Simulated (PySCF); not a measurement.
## Electronic structure of C6H9FSi in real space

The calculation's input:

```
{"job": {"kind": "nmr", "xc": "PBE0", "basis": "pcSseg-1"}, "charge": 0, "multiplicity": 1}
C      0.885859    -2.347725    -1.859633
C      0.348316    -1.538356    -1.160491
C     -0.263434    -0.535269    -0.313795
C      0.231888     0.878603    -0.673748
Si    -0.196166     1.945484     0.844853
C     -0.478328     0.403965     1.969041
F     -1.845837     0.238575     2.186211
C      0.049605    -0.780967     1.169437
H      1.340697    -3.066051    -2.474132
H     -1.350672    -0.579824    -0.446563
H     -0.219195     1.213998    -1.606217
H      1.310420     0.846569    -0.840600
H     -1.440056     2.699459     0.722059
H      0.923536     2.752804     1.330304
H     -0.036705     0.437446     2.968929
H     -0.397789    -1.714837     1.515310
H      1.130863    -0.841845     1.308588
```

Launched as:

```sh
OMP_NUM_THREADS=1 python probes_run.py task.json out
```

Geometry: GFN2-xTB.

Theory: PBE0/pcSseg-1, SCF density, gas phase, non-relativistic (PySCF).

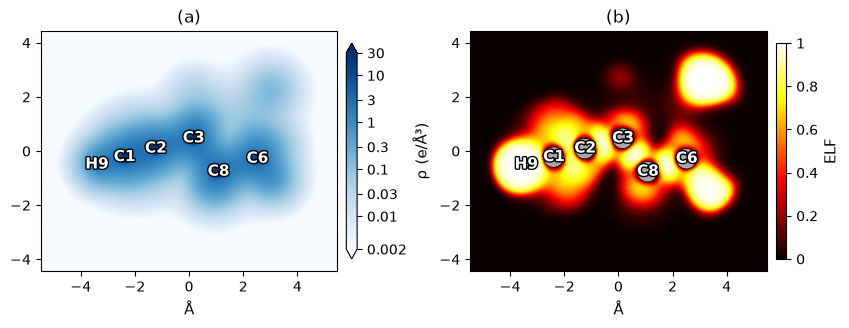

Figure 1. (a) electron density; (b) electron localisation function on the plane of atoms C2, C3 and C8. Grey discs cover the atomic cores in the ELF map.

Describe what can be read from this map.

Atoms in the plane: C and H.
C–C (1.20 Å): the density is about 2.7 e/Å³ at the midpoint; the ELF peaks at about 0.80 between the atoms; a short, multiple covalent bond.
C–H (1.05 Å): ρ at the midpoint is about 2.1 e/Å³; the ELF climbs to about 1 towards the hydrogen, as it does in any bond to H (a covalent bond by its length).

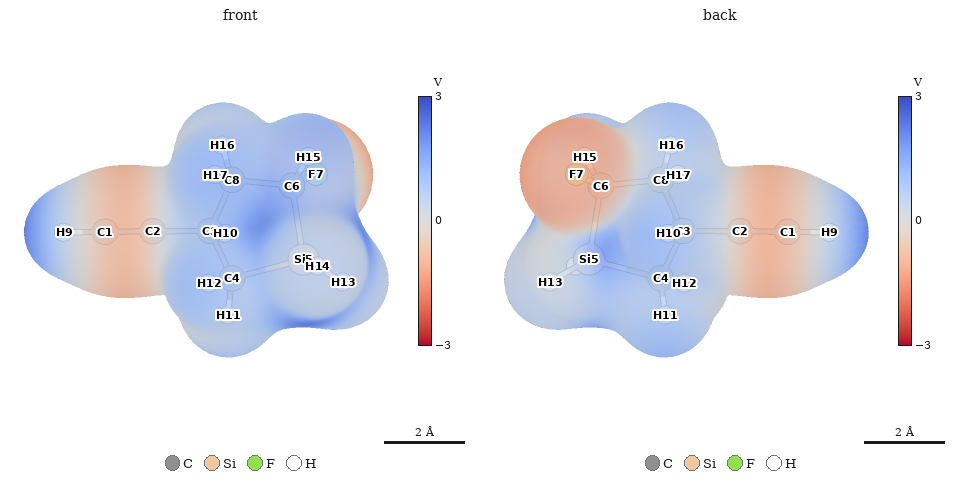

Figure 2. The electrostatic potential painted on the density surface at 0.004 e/bohr³, seen from the front and from behind; the colour scale runs from red (negative) to blue (positive).

Where is the surface potential most negative and most positive?

The most negative region (about −1.2 V, or −28 kcal/mol for a unit charge) lies over F7, the most positive (about +2.0 V, or +46 kcal/mol for a unit charge) over Si5 and H9.
